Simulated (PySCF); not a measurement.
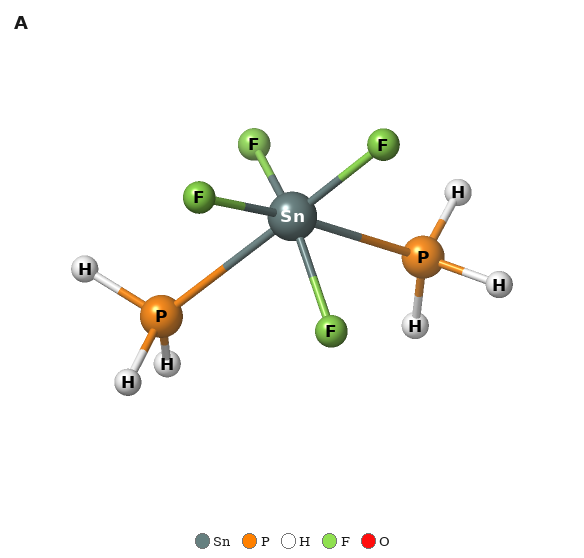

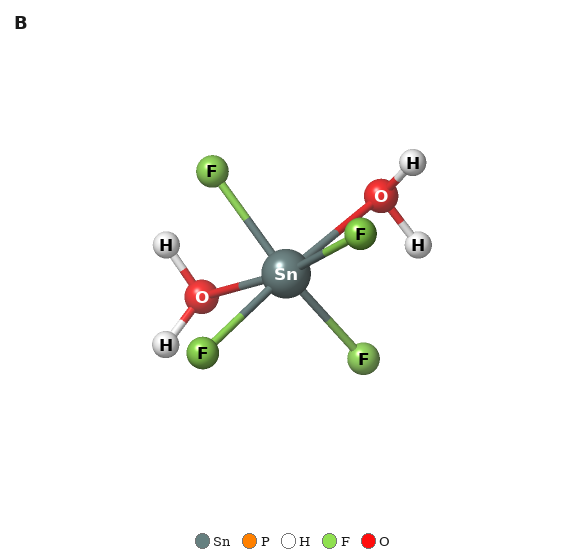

Two related species, optimised with PBE0-D3(BJ)/def2-SVP; properties computed with PySCF 2.14.0. Both: charge 0, singlet.

Question: Identify both.

Answer: A is cis-Sn(PH3)2F4, B is cis-Sn(H2O)2F4.

Compare them. With ωB97X-D/def2-SVPD, core potentials on Sn: dipole moment (D), HOMO–LUMO gap (eV), HOMO energy (Kohn–Sham orbital) (eV), lowest vertical singlet excitation (eV), mean static polarisability (bohr³). With PBE0-D3(BJ)/def2-SVP: mean Sn–F length (Å).

```json
{"quantity": "dipole moment (D)", "A": "7.25", "B": "3.96"}
{"quantity": "HOMO–LUMO gap (eV)", "A": "10.36", "B": "12.47"}
{"quantity": "HOMO energy (Kohn–Sham orbital) (eV)", "A": "−10.67", "B": "−12.95"}
{"quantity": "lowest vertical singlet excitation (eV)", "A": "6.17", "B": "7.42"}
{"quantity": "mean static polarisability (bohr³)", "A": "93.4", "B": "49.5"}
{"quantity": "mean Sn–F length (Å)", "A": "1.941", "B": "1.939"}
```

Each is one conformer, and no frequency run is at hand to confirm it as a minimum.
